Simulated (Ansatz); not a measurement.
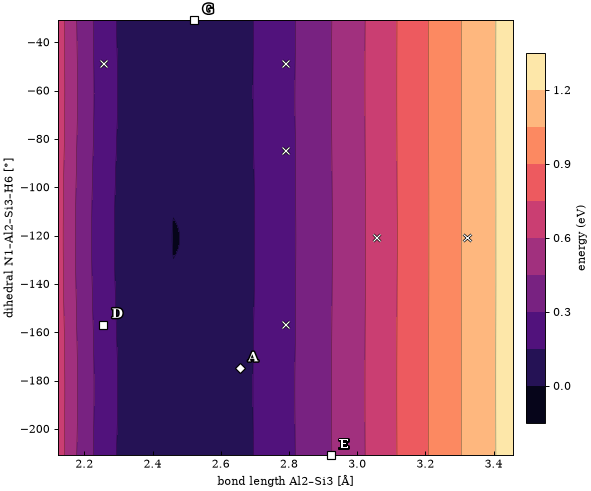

AlH₅NSi, SMILES [NH][AlH][SiH3], spin multiplicity 2. 
- Coordinates scanned: (1) bond length Al2–Si3; (2) dihedral N1–Al2–Si3–H6.
- Nothing is relaxed (all other coordinates rigid).
- The grid has 11 × 11 points. At 6 points there is no value.
- Points are written as (first, second).
- Energies: eV, counted from the relaxed molecule at the same level.
- Level of theory: UKS PBE-D4/def2-TZVP in Ansatz 0.2.0.

Drawn: filled contours, crosses at grid points without a value, lettered points. Between grid points the surface is interpolated.

> What kind of point is each of A, D: minimum, saddle, maximum or slope?

A: on a slope; D: on a slope. (In these two coordinates alone; a stationary point may lie a little off the grid point.)

> Rank the lettered points by energy, lowest first.

G (0.016 eV), A (0.11 eV), D (0.22 eV), E (0.44 eV).
